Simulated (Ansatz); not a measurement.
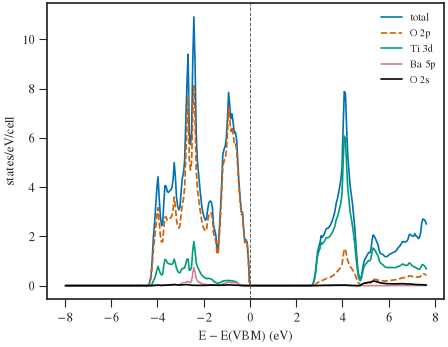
Fig. 1. Total and projected density of states of BaTiO3 in space group Amm2 (No. 38; Ba on 2a, Ti on 2b, O on 4e, O on 2a), r²SCAN (plane waves, PAW; program Ansatz)

### Question
Which orbitals carry the states next to the gap?

### Answer
Top 1 eV of the valence band: O 2p 94 %. Bottom 1 eV of the conduction band: Ti 3d 84 %, O 2p 12 %. Projections are on Löwdin-orthogonalised atomic valence shells; empty p or d shells of many metals are not among them.

### Question
Where is the tallest occupied peak in this window, and what makes it?

### Answer
Near -2.4 eV, about 11 states/eV per cell; the largest projected share is O 2p.

This is a known low-temperature phase of the composition, computed here at zero pressure and temperature. The r²SCAN relaxation kept the symmetry of its start; whether a distortion lowers the energy is not shown. The run is not spin-polarised. Scalar-relativistic: spin–orbit coupling is off unless named, which matters more the heavier the elements.

Potentials: the later of the program's two PAW sets.
